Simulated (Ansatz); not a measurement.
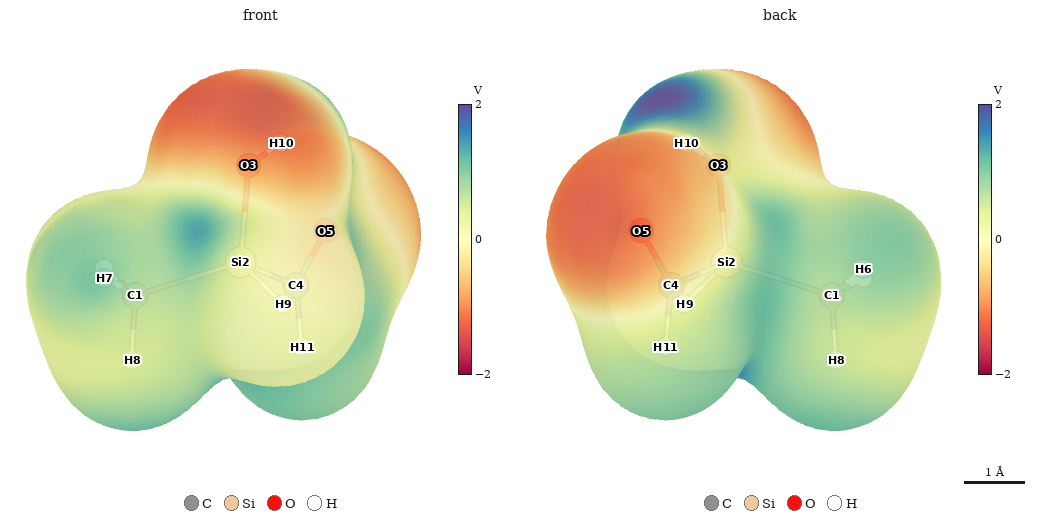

C2H6O2Si (SMILES C[SiH](O)C=O). The electrostatic potential painted on the density surface at 0.002 e/bohr³, seen from the front and from behind; the colour scale runs from red (negative) to blue (positive).

Geometry: PBE0-D4/def2-TZVP.

These are results of RKS PBE0-D4/def2-TZVPP (Ansatz), not measurements.

```xyz
11

C    -0.7791    1.2358    0.6570
Si    0.2654   -0.2869    0.4554
O     1.8581    0.0677    0.2958
C    -0.1437   -1.2162   -1.1801
O     0.7537   -1.3908   -1.9747
H    -0.6675    1.9078   -0.1965
H    -0.4836    1.7782    1.5584
H    -1.8351    0.9706    0.7571
H     0.0236   -1.2234    1.5879
H     2.2352   -0.3003   -0.5120
H    -1.1615   -1.5996   -1.4275
```

Q: Describe the electrostatic potential map.

A: The most negative region (about −1.4 V, or −32 kcal/mol for a unit charge) lies over O3 and O5, the most positive (about +1.9 V, or +44 kcal/mol for a unit charge) over H10.
